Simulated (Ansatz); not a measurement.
GaH₃O and related structures: several calculations on one system

**1. Relaxation**

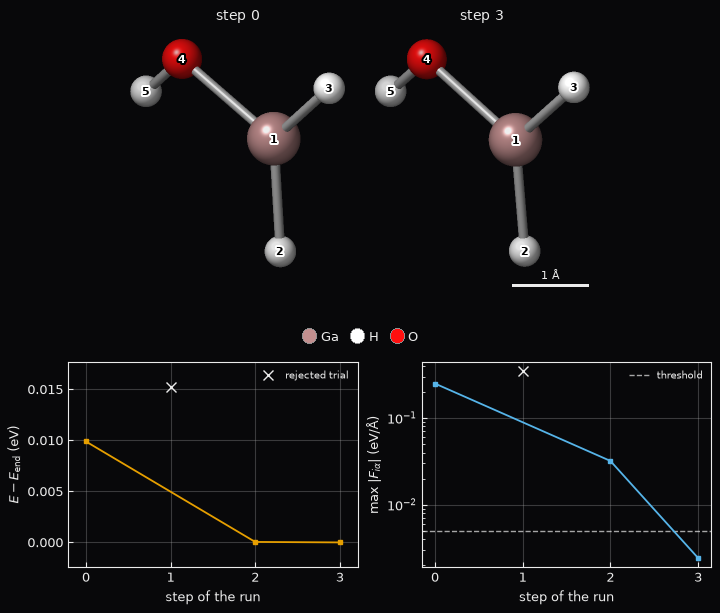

First and last geometry of a relaxation of GaH3O, with the history of the run. The picture is a ball-and-stick view, seen from a free direction.

It is one of the separated products of a reaction.

The calculation used RKS PBE0-D4/def2-TZVP (Ansatz). Settings: force threshold 0.005 eV/Å; at most 200 steps.

### Read the history and describe the run.

It converged. The energy falls by 0.010 eV in 2 accepted moves (3 points after the start). Largest force component: 0.25 eV/Å at the start, 0.0024 eV/Å at the end. The line search rejected the trial step at point 1 of the run. Ga1 moves most after the best rigid fit: 0.046 Å. Largest moves by element: Ga 0.046 Å, H 0.021 Å, O 0.010 Å. Some distances before and after: Ga1–O4 1.794 → 1.788 Å.

**2. Relaxation**

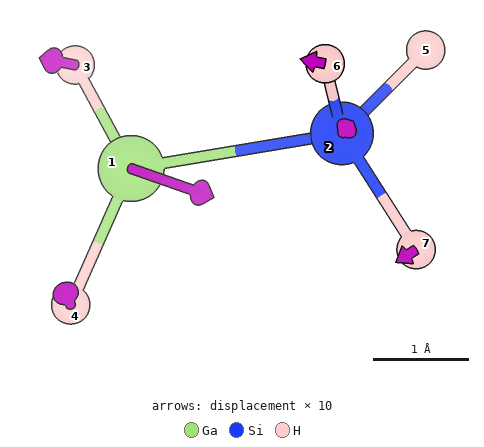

A relaxation of GaSiH5. The starting structure is drawn; purple arrows show the displacements, magnified 10 times. The two geometries are superimposed by the best rigid fit.

The picture is a ball-and-stick view, seen at a tilt.

It is one of the separated reactants of a reaction.

All numbers below come from RKS PBE0-D4/def2-TZVP in Ansatz.

The input:
```yaml
crystal:
  periodic: [false, false, false]
  atoms:
    - {symbol: Ga, position_ang: [-0.264937, -1.169837, -0.260314]}
    - {symbol: Si, position_ang: [1.277327, 0.651619, -0.685236]}
    - {symbol: H, position_ang: [-1.541536, -1.286225, -1.184958]}
    - {symbol: H, position_ang: [0.191616, -2.421363, 0.571018]}
    - {symbol: H, position_ang: [1.261613, 1.184805, -2.077357]}
    - {symbol: H, position_ang: [0.840844, 1.803672, 0.183122]}
    - {symbol: H, position_ang: [2.700386, 0.401026, -0.321081]}
basis:
  gaussian: {orbitals: def2-TZVP}
hamiltonian: {xc: pbe0, dispersion: d4}
relax: {f_tol: 0.005, max_steps: 200}
```

Run as
```bash
ansatz run in.yaml --threads 4 --pin off --events-out ev --progress --plain --max-ram 9574MiB
```

Atoms of which element are displaced furthest, and by how much?

Answer. Gallium: up to 0.14 Å, against 0.06 Å for hydrogen.

What happened in the run?

Answer. The energy falls by 8.50 kJ/mol in 4 accepted moves (5 points after the start). Largest force component: 0.77 eV/Å at the start, 0.0013 eV/Å at the end. The line search rejected the trial step at point 4 of the run. The largest move after the best rigid fit is that of Ga1, 0.14 Å. By element the largest moves are Ga 0.14 Å, H 0.06 Å, Si 0.03 Å. Near-neighbour distances that change, for instance: Si2–H6 1.507 → 1.492 Å, Ga1–Si2 2.424 → 2.414 Å, Ga1–H3 1.581 → 1.573 Å. Bond angles that change, for instance: Ga1–Si2–H5 115.2° → 111.8°, Ga1–Si2–H7 116.0° → 112.9°, Si2–Ga1–H3 117.8° → 120.4°.

**3. Reaction**

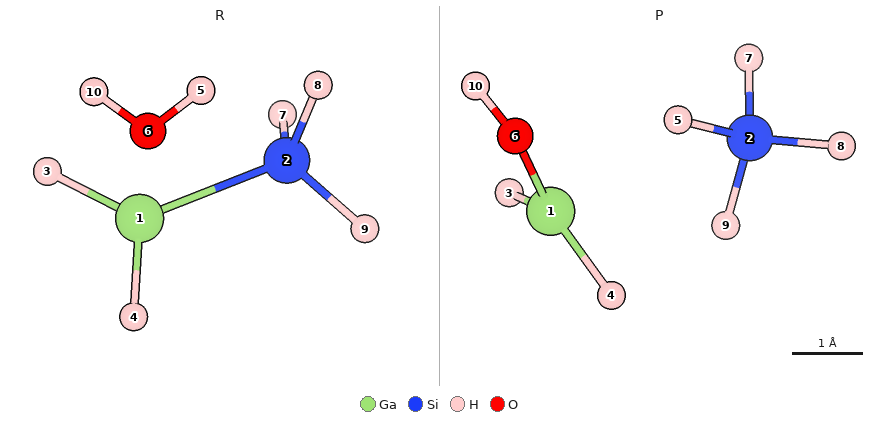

Reactant (R) and product (P) of one elementary step of GaSiH₇O. The picture is a ball-and-stick view, seen at a tilt.

Stationary points at PBE0-D4/def2-TZVP, single-point energies with CCSD(T)/CBS, SPW92 (LDA), B2PLYP, BLYP-D4 (def2-TZVPP where no basis is named; Ansatz 0.2.0). The energies are electronic, without zero-point or thermal terms, and both ends are the relaxed geometries reached downhill from the saddle, with any fragments still in contact. CCSD(T)/CBS stands for a frozen-core estimate: MP2 correlation extrapolated from def2-TZVPP and def2-QZVPP, CCSD(T) minus MP2 from the smaller set.

> What is the transition state like, and how high is the barrier?

Counted by bonded pieces, R holds GaSiH₅ + H₂O and P holds GaH₃O + SiH₄. From R over the saddle to P, bonds form: Ga1–O6 (2.20 → 1.96 → 1.79 Å), Si2–H5 (2.99 → 1.83 → 1.50 Å). Bonds break: Ga1–Si2 (2.42 → 2.70 → 3.38 Å), H5–O6 (0.96 → 1.32 → 2.93 Å). The saddle has one imaginary mode, 1314i cm⁻¹. The end P keeps a soft imaginary mode of 56i cm⁻¹, so it isn't quite a minimum. With CCSD(T)/CBS the barrier is 31.2 kcal/mol from R and 32.2 kcal/mol from P, and P lies 0.9 kcal/mol below R.

```csv
level,barrier from R (kcal/mol),barrier from P (kcal/mol),P less R (kcal/mol)
CCSD(T)/CBS,31.2,32.2,−0.9
SPW92 (LDA),21.5,16.8,4.7
B2PLYP,30.4,33.1,−2.7
BLYP-D4,26.3,29.1,−2.8
```

Against CCSD(T)/CBS, B2PLYP comes closest on the barrier from R (−0.8 kcal/mol) and SPW92 (LDA) misses most (−9.8 kcal/mol).

The saddle point in the same view, with dashed sticks for the bonds that form or break:

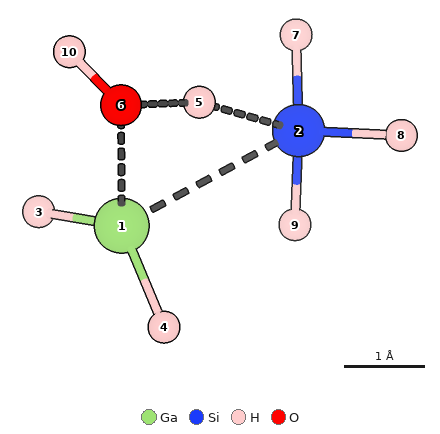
